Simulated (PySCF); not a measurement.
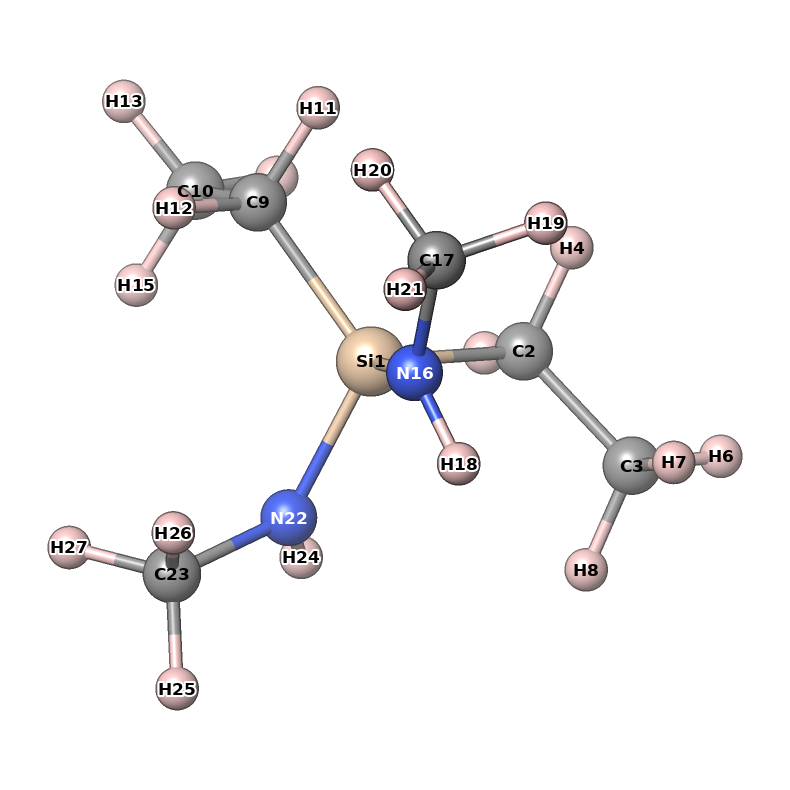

Si1 lies behind N16. The molecule seen a little off the N16–Si1 bond, N16 in front. Atoms fade into the background with distance from the viewer. The computed structure is the end point of a PBE0-D3(BJ)/def2-SVP optimisation. No frequency run is at hand to confirm it as a minimum.

Q: What is the torsion angle C17–N16–Si1–N22? The sign is positive where the front bond must turn clockwise to cover the back bond.

A: −155°, antiperiplanar (anti).
